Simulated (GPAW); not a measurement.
Band structure of ScCd3 (P6_3/mmc, 8 atoms in the cell).

```
ScCd3
1.0
    6.35417     0.00000     0.00000
   -3.17708     5.50287     0.00000
    0.00000     0.00000     4.84750
Sc Cd
2 6
Direct
  0.33333   0.66667   0.25000
  0.66667   0.33333   0.75000
  0.83410   0.66820   0.25000
  0.16590   0.33180   0.75000
  0.16590   0.83410   0.75000
  0.83410   0.16590   0.25000
  0.33180   0.16590   0.25000
  0.66820   0.83410   0.75000
```

Computed with LDA (Perdew-Wang 92), GPAW PAW datasets LDA (gpaw-data 1.0.1) (plane waves; GPAW).

Settings: mode = pw; ecut = 800 eV; xc = LDA; kpts = 4 4 5; mesh shift (steps) = 0 0 0; occupations.name = methfessel-paxton; occupations.width = 0.1 eV; occupations.order = 0; nbands = -14; convergence.density = 1e-05 e/electron; convergence.energy = 1e-05 eV/electron; symmetry.symmorphic = false; symmetry.tolerance = 0.0005; maxiter = 120.

The starting cell comes from a database of computed structures (which also holds hypothetical and non-ambient phases and stackings), without a prior relaxation at this level.

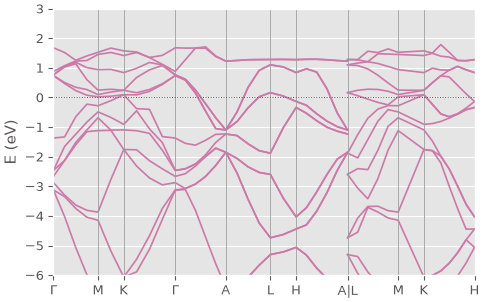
Figure. Bands along the path, energies from the Fermi level.

Levels in eV from the Fermi level, bands 43 to 50:
```tsv
point	43	44	45	46	47	48	49	50
Γ	-2.67	-2.46	-2.46	-1.37	0.74	0.74	0.76	0.76
M	-1.12	-0.69	-0.49	-0.28	0.02	0.10	0.25	0.94
K	-1.76	-1.10	-0.91	0.09	0.09	0.24	0.24	0.84
A	-1.85	-1.85	-1.23	-1.23	-1.10	-1.10	-1.10	-1.10
L	-2.60	-2.60	-1.88	-1.88	0.16	0.16	1.10	1.10
H	-4.03	-4.03	-0.34	-0.34	-0.13	-0.13	0.84	0.84
```

Bands cross the Fermi level along this path, so the cell is metallic at this level.
